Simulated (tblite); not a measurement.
## CH₃Cl₃Si: molecular dynamics

CH₃Cl₃Si, computed with GFN2-xTB Langevin dynamics, gas phase (tblite 0.8.0).

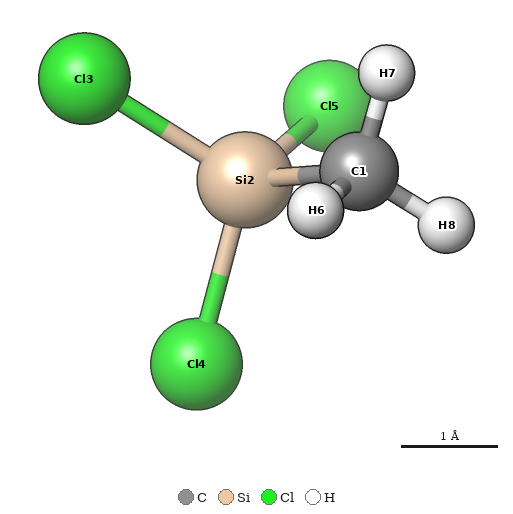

The input geometry (ball-and-stick view, seen at a tilt; atoms are numbered from 1 in the order of the input). Bond lengths as drawn: Cl–Si 2.02 Å, C–H 1.09 Å and C–Si 1.90 Å.

## The input
```
{"job": {"dt": 1.5, "steps": 8000, "equilibration": 400, "friction": 0.005, "h_mass": 4.0, "temperature": 300, "xc": "GFN2-xTB", "basis": "xTB", "kind": "md"}, "charge": 0, "multiplicity": 1}
C     -1.039735     0.131835    -0.157381
Si     0.828181    -0.095912     0.102322
Cl     1.740862     1.707171     0.184266
Cl     1.615182    -1.160525    -1.426827
Cl     1.172995    -1.082356     1.834134
H     -1.246542     0.660957    -1.083442
H     -1.483992     0.702295     0.653507
H     -1.550722    -0.825814    -0.204839
```

The first line tells a small driver script what to run in tblite; the rest is the geometry in Å.

Hardware: 1 CPU thread, shared host.

Command:
```bash
OMP_NUM_THREADS=1 python <driver script> task.json out
```

## The program's output
```
t/fs     T/K   E - E0/eV
     0.0    340.6     0.0000
   525.0    203.3     0.2925
  1050.0    110.0     0.1873
  1575.0    164.1     0.4138
  2100.0    210.0     0.1843
  2625.0    221.9     0.2382
  3150.0    307.0     0.2537
  3675.0    259.2     0.3182
  4200.0    315.4     0.2028
  4725.0    147.9     0.1673
  5250.0    420.0     0.2596
  5775.0    146.7     0.3382
  6300.0    350.9     0.2462
  6825.0    278.2     0.2200
  7350.0    245.5     0.3364
  7875.0    229.6     0.1026
  8400.0    297.3     0.1195
  8925.0    320.8     0.2531
  9450.0    366.5     0.2780
  9975.0    433.2     0.1393
 10500.0    190.6     0.1040
 11025.0    187.5     0.2020
 11550.0    383.0     0.1838
 12075.0    179.8     0.1644
 12600.0    226.9     0.1259
```

## Trajectory as extended XYZ (Å, eV, eV/Å), 12 of the 25 frames kept, from step=0 to step=8400
```
8
Properties=species:S:1:pos:R:3:forces:R:3 step=0 time_fs=0.0 energy=-521.70490 temperature=340.6
C    -1.0397    0.1318   -0.1574    0.0000  -0.0020  -0.0020
Si    0.8282   -0.0959    0.1023   -0.0010   0.0000   0.0020
Cl    1.7409    1.7072    0.1843    0.0010   0.0020  -0.0010
Cl    1.6152   -1.1605   -1.4268    0.0000   0.0000   0.0000
Cl    1.1730   -1.0824    1.8341   -0.0010  -0.0010  -0.0010
H    -1.2465    0.6610   -1.0834    0.0000   0.0010  -0.0020
H    -1.4840    0.7023    0.6535    0.0010  -0.0010   0.0020
H    -1.5507   -0.8258   -0.2048    0.0010   0.0010   0.0020
8
Properties=species:S:1:pos:R:3:forces:R:3 step=700 time_fs=1050.0 energy=-521.51757 temperature=110.0
C    -1.0888   -0.6925   -0.5931    0.1830   0.9280   0.0960
Si    0.6715   -0.5695    0.0725    1.2740  -0.1290  -0.0620
Cl    1.5477    1.0525   -0.8602   -0.2930  -0.1370   0.2060
Cl    2.0068   -2.0553   -0.4724   -0.5420   0.1340   0.1940
Cl    0.8629   -0.3012    2.0838   -0.2030  -0.0810  -0.3190
H    -1.4140    0.3600   -0.5556   -0.2610  -0.4330  -0.4130
H    -1.8033   -1.2543   -0.0405   -0.2490  -0.4620   0.6710
H    -1.1246   -1.0838   -1.5955    0.0910   0.1800  -0.3740
8
Properties=species:S:1:pos:R:3:forces:R:3 step=1400 time_fs=2100.0 energy=-521.52063 temperature=210.0
C    -0.7816   -0.5043   -1.0141    0.0130  -1.4680   1.7120
Si    1.0327   -0.9170   -0.5890    0.4260   0.6760   0.5700
Cl    2.3270    0.6854   -0.7298   -0.4030  -0.1650   0.0350
Cl    1.8873   -2.3086   -1.7345   -0.0490  -0.3460  -0.3680
Cl    1.1802   -1.6162    1.3290   -0.1410   0.1280  -0.1560
H    -1.3649   -1.3692   -0.5998    0.3120   0.3960  -0.8740
H    -0.8894   -0.4087   -2.0629   -0.4530   0.1570  -0.6810
H    -1.2249    0.2983   -0.4467    0.2960   0.6240  -0.2390
8
Properties=species:S:1:pos:R:3:forces:R:3 step=2450 time_fs=3675.0 energy=-521.38673 temperature=259.2
C    -0.5597   -0.4415   -2.2590    0.0890  -0.6350   1.4970
Si    1.0882   -1.0912   -1.4176   -0.7740   0.3540   0.2470
Cl    2.6319   -0.7295   -2.7098   -0.2730   0.0450   0.4360
Cl    1.1751   -3.1192   -1.0288   -0.1270   0.6890  -0.1100
Cl    1.0756   -0.1006    0.4582    0.2420  -0.5010  -0.9870
H    -1.3438   -0.1409   -1.5400    0.5700  -0.2830  -0.2050
H    -0.9849   -1.1464   -2.9217   -0.4690  -1.3200  -0.2840
H    -0.4346    0.3526   -2.9241    0.7420   1.6500  -0.5940
8
Properties=species:S:1:pos:R:3:forces:R:3 step=3150 time_fs=4725.0 energy=-521.53759 temperature=147.9
C    -1.2286    0.6236   -2.7531    0.2350  -0.4180  -0.3050
Si    0.6648    0.3188   -2.4055   -0.2690  -0.4780  -0.5650
Cl    1.9013    1.8948   -2.7608   -0.3520   0.0340   0.2790
Cl    1.4524   -1.0631   -3.7226   -0.2980   0.0840   0.0160
Cl    0.9561   -0.5929   -0.6267   -0.0770   0.2630   0.1550
H    -1.9226    0.0684   -2.1049    0.5450   0.1990  -0.0510
H    -1.4888    0.3140   -3.7818    0.2750   0.2170   0.4470
H    -1.4582    1.6774   -2.6627   -0.0580   0.1000   0.0230
8
Properties=species:S:1:pos:R:3:forces:R:3 step=3850 time_fs=5775.0 energy=-521.36671 temperature=146.7
C    -0.4317    1.6726   -2.2850    2.4570  -1.9430   0.4540
Si    1.4647    1.6614   -2.3166    1.4300  -0.4090  -0.0620
Cl    2.1943    3.4755   -2.8739   -0.1230  -0.1520   0.0590
Cl    2.2371    0.2451   -3.6574   -0.4210   0.5280   0.4320
Cl    2.4353    1.1563   -0.5253   -0.5920   0.2360  -0.6360
H    -0.7112    2.1480   -1.4155   -1.0950   1.2300   1.3900
H    -0.7007    0.6419   -2.2143   -0.5270  -0.7610   0.1950
H    -0.7908    2.0046   -3.1815   -1.1290   1.2700  -1.8320
8
Properties=species:S:1:pos:R:3:forces:R:3 step=4550 time_fs=6825.0 energy=-521.48489 temperature=278.2
C     0.6240    0.7785   -2.6712   -0.2130  -0.5850  -0.6610
Si    1.3593    2.4740   -2.1914   -1.0330   0.3440  -1.7880
Cl    0.0519    4.0229   -1.8143    0.2210  -0.4750  -0.1720
Cl    2.4998    2.9158   -3.8394   -0.0960   0.1660   0.0970
Cl    2.5488    2.3287   -0.6812    1.0160  -0.1720   1.4620
H     1.4142    0.0216   -2.5064   -0.3860   0.3220  -0.2640
H     0.2647    0.6730   -3.7499    0.5240   0.3220   1.5030
H    -0.1942    0.4870   -2.0127   -0.0330   0.0780  -0.1780
8
Properties=species:S:1:pos:R:3:forces:R:3 step=5250 time_fs=7875.0 energy=-521.60235 temperature=229.6
C     1.2755    0.8809   -2.2252   -0.5150   0.8020   1.3700
Si    2.1053    2.3763   -1.3493   -0.5500  -0.0860  -0.3760
Cl    1.1448    4.1350   -1.7212    0.1260  -0.2260  -0.0010
Cl    4.0425    2.5183   -1.8336    0.2730   0.0710  -0.2030
Cl    2.0312    1.9626    0.6019   -0.0730  -0.0020   0.5610
H     0.2022    0.8036   -1.9909    0.4470   0.1690  -0.3010
H     1.7320    0.0020   -1.8467    0.3750  -0.8980   0.4490
H     1.4535    0.8683   -3.2548   -0.0820   0.1710  -1.5000
8
Properties=species:S:1:pos:R:3:forces:R:3 step=5950 time_fs=8925.0 energy=-521.45179 temperature=320.8
C     4.5088   -0.6371   -0.3035   -0.3650   0.7420  -0.0490
Si    3.7090    1.0955   -0.0768   -0.4180  -0.7160   0.1050
Cl    2.0011    1.1454   -1.2094    0.4050   0.2390   0.2840
Cl    5.2391    2.2619   -0.5388    0.3250   0.8320  -0.3030
Cl    3.2834    1.4558    1.9093   -0.0600  -0.0830  -0.5170
H     5.2201   -0.6798   -1.1580   -0.7880  -0.2020   0.6920
H     3.7093   -1.3704   -0.3299    0.3830  -0.2950  -0.3570
H     5.0368   -0.7631    0.6245    0.5180  -0.5170   0.1460
8
Properties=species:S:1:pos:R:3:forces:R:3 step=7000 time_fs=10500.0 energy=-521.60090 temperature=190.6
C     6.5040    0.3633   -0.4969    0.0130   0.5060   0.4160
Si    4.9265    1.3935   -0.7960    0.4480   0.0730  -0.2700
Cl    3.6098    0.4773   -2.0292    0.0970   0.0190  -0.0730
Cl    5.6270    3.1152   -1.6128   -0.2050   0.0820  -0.0210
Cl    3.9602    1.7166    0.9117   -0.2410   0.1730   0.4680
H     7.0811    0.7161    0.3930   -0.5890  -0.3980  -0.6710
H     7.1607    0.5003   -1.3620   -0.1240  -0.5080   0.2560
H     6.1788   -0.6666   -0.3471    0.6020   0.0530  -0.1040
8
Properties=species:S:1:pos:R:3:forces:R:3 step=7700 time_fs=11550.0 energy=-521.52107 temperature=383.0
C     5.8693   -0.6576   -0.7360    0.3510  -0.6340   1.4660
Si    5.3341    1.0775   -1.3144   -0.6080  -0.5110  -1.1720
Cl    3.3482    0.8835   -2.0145    0.7510   0.0160   0.3000
Cl    6.3506    1.8769   -2.9070   -0.0690  -0.2910   0.3440
Cl    5.3179    2.4216    0.1264    0.0580   0.4040   0.5910
H     6.8876   -0.7447   -0.2722   -0.7000   0.4350  -0.7020
H     5.8109   -1.4397   -1.5002   -0.1170   0.3780   0.1830
H     5.2150   -0.9581    0.1324    0.3340   0.2020  -1.0110
8
Properties=species:S:1:pos:R:3:forces:R:3 step=8400 time_fs=12600.0 energy=-521.57904 temperature=226.9
C     5.8507   -0.9271   -2.1456    0.4780   0.3290  -0.9090
Si    5.8338    0.9062   -1.5945   -0.1570   0.0850  -0.1130
Cl    3.8738    1.5169   -1.2547    0.6060  -0.1400  -0.3730
Cl    6.8773    2.0990   -2.8965   -0.3750  -0.2580   0.2920
Cl    6.6536    1.0384    0.2347    0.2350   0.0390   0.1850
H     6.7771   -1.4865   -1.9442   -0.3020   0.4920  -0.0140
H     5.6569   -1.0164   -3.2386    0.0170  -0.0060   0.8340
H     5.0672   -1.3984   -1.5952   -0.5010  -0.5410   0.0970
```

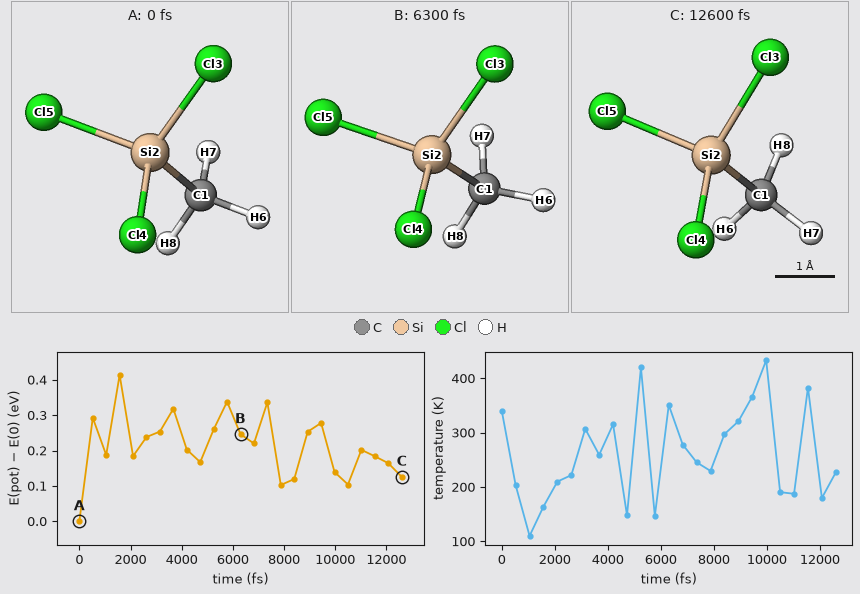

Frames of the molecular dynamics (ball-and-stick, seen at an oblique angle) above the curves, on which the letters mark them. The trajectory kept here has 25 frames over 12600 fs. The temperature starts at 341 K, ranges from 110 to 433 K and averages 284 K over the second half. The potential energy ends 0.126 eV above its first value. After an unweighted best fit of the last frame on the first, the root-mean-square displacement is 1.14 Å.

## Summary

| quantity | value |
| --- | --- |
| outcome | finished |
| mean temperature over the second half | 284 K |
| trajectory | 25 frames kept, 12600 fs |
| wall time | 58 s |
| peak memory | 0.45 GiB |
